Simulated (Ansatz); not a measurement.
# Run report: Hf$_{8}$O$_{16}$F, single-point calculation (part 1 of 4)

The run: single-point calculation of Hf$_{8}$O$_{16}$F (slab, 25 atoms in the cell). Method and program: DFT PBE+D3(BJ), scalar-relativistic, plane waves, PAW, spin-polarised (Ansatz 0.2.0).

The structure derives from an entry of the Crystallography Open Database. It belongs to a series of runs on one base structure; here: the whole at its places in the relaxed adsorbed structure. Figures and captions count atoms from 1; the log counts them from 0 in places.

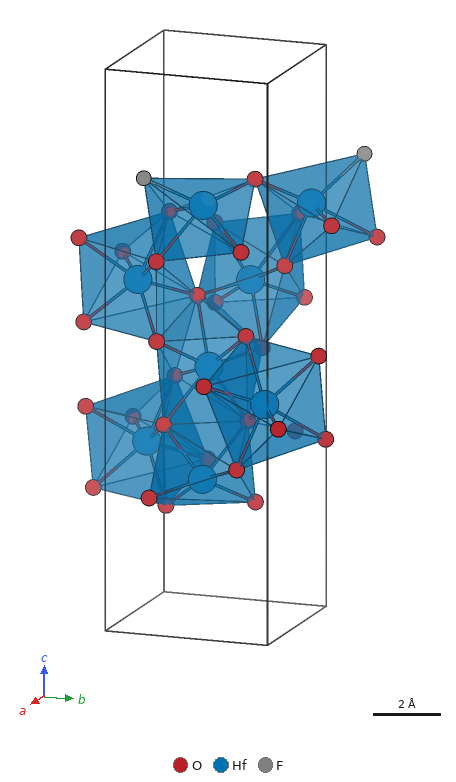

*The input geometry (polyhedral view of the cell of the calculation, with the vacuum cut short, seen slightly off an axis; polyhedra are completed across the faces of the cell).*

### Input file
```yaml
crystal:
  lattice:
    - [5.1260959524, 0.0, 0.0]
    - [0.0, 5.2021810351, 0.0]
    - [0.0, 0.0, 27.7472086972]
  atoms:
    - { symbol: O, position: [0.6347922145, 0.2419181658, 0.2883172894], spin: 0.87 }
    - { symbol: O, position: [0.5361300048, 0.7580818342, 0.2961752935], spin: 0.47 }
    - { symbol: O, position: [0.1832406033, 0.3358219391, 0.3220681421], spin: 0.24 }
    - { symbol: Hf, position: [0.8445046145, 0.5424419734, 0.3315124604] }
    - { symbol: Hf, position: [0.4118787145, 0.0424419734, 0.3472748594] }
    - { symbol: O, position: [0.0731427256, 0.8358219391, 0.3567191777] }
    - { symbol: O, position: [0.7202533241, 0.2580818342, 0.3826120262] }
    - { symbol: O, position: [0.6215911145, 0.7419181658, 0.3904700304] }
    - { symbol: O, position: [0.268701713, 0.1641780609, 0.4163628789] }
    - { symbol: Hf, position: [0.9299657241, 0.9575580266, 0.4258071973] }
    - { symbol: Hf, position: [0.4973398241, 0.4575580266, 0.4415695962] }
    - { symbol: O, position: [0.1586038353, 0.6641780609, 0.4510139146] }
    - { symbol: O, position: [0.8042727711, 0.245183853, 0.4792310728] }
    - { symbol: O, position: [0.7062018315, 0.7606796364, 0.4890211896] }
    - { symbol: O, position: [0.3495174925, 0.331917545, 0.5123224674] }
    - { symbol: Hf, position: [0.017977694, 0.5408861878, 0.5188562363] }
    - { symbol: Hf, position: [0.5872252505, 0.0511269842, 0.536117629] }
    - { symbol: O, position: [0.2436822663, 0.8332147267, 0.5491479269] }
    - { symbol: O, position: [0.8799007362, 0.2709900513, 0.5724411997] }
    - { symbol: O, position: [0.784569918, 0.759071525, 0.586534712] }
    - { symbol: O, position: [0.4192311116, 0.1853614971, 0.6072182853] }
    - { symbol: Hf, position: [0.1153230065, 0.9519376309, 0.6156456853] }
    - { symbol: Hf, position: [0.641784212, 0.4743148576, 0.628295753] }
    - { symbol: O, position: [0.3272856858, 0.6801716548, 0.6472417506] }
    - { symbol: F, position: [0.8887599178, 0.1966386777, 0.6649087893] }
basis:
  ecutwfc: 420
kpoints:
  mp_grid: { grid: [3, 3, 1] }
hamiltonian:
  xc: pbe
  dispersion: d3bj
scf:
  occupations: { method: gaussian, width: 0.05 }
output:
  forces: true
  eigenvalues: true
  populations: true
  write_density: true
  volumetric_format: npy
magnetization:
  spin_polarized: true
efield:
  axis: 3
  dipole_correction: true
  ramp_width: 0.04
```

Command:
```bash
ansatz run input.yaml --threads 8 --pin off --max-ram 20480MiB --backend cpu --events-out ev --progress --plain --runs-dir out
```

### Output
```
Engine: ansatz 0.2.0, x86_64-unknown-linux-gnu
Pseudopotentials: kind: paw
Pseudopotential: O, paw, valence charge 6, recommended cutoff 420 eV (normal), O.paw.azcp
Pseudopotential: Hf, paw, valence charge 26, recommended cutoff 420 eV (normal), Hf.paw.azcp
Pseudopotential: F, paw, valence charge 7, recommended cutoff 420 eV (normal), F.paw.azcp
Functional definition: PBE
  parameter kappa = 0.804
  parameter beta = 0.06672455060314922
  exchange = pbe_x(kappa = kappa, mu = beta*pi^2/3)
  correlation = pbe_c(beta = beta)
Crystal: 25 atoms, lattice volume = 739.931 Å³
Basis set: ecut = 420 eV, 14529 PW (Γ), exchange–correlation on 72×72×384 points (8 copies of the dense FFT grid, shifted against one another)
Bands: 188, of which v1, the nominal top of the filled ones, is band 156 counted from 1 (155 counted from 0)
Symmetry: 1 space group operations
k-points: 5 of 9 (time reversal used)
Non-local potential: O, projectors of the file, l = 0: 2, l = 1: 2, l = 2: 1
Non-local potential: Hf, projectors of the file, l = 0: 3, l = 1: 2, l = 2: 2, l = 3: 3
Non-local potential: F, projectors of the file, l = 0: 2, l = 1: 2, l = 2: 1
PAW form: soft (Blöchl's): semilocal exchange-correlation on the pseudo side does not see the compensation charge
PAW one-centre angular grid: O, 110 points (default); XC on 64 Gauss nodes
PAW one-centre angular grid: Hf, 590 points (default); XC on 64 Gauss nodes
PAW one-centre angular grid: F, 110 points (default); XC on 64 Gauss nodes
Initial density: superposition of atomic densities (neutral atoms: chi_scale 0, normalization atom)
Starting moments: Σ|m| = 1.58 μB on 3 of 25 sites
Initial wavefunctions: pseudopotential atomic-orbital guess
Functional: x = pbe(κ = 0.804, μ = 0.2195149727645171), c = pbe(β = 0.06672455060314922)
```
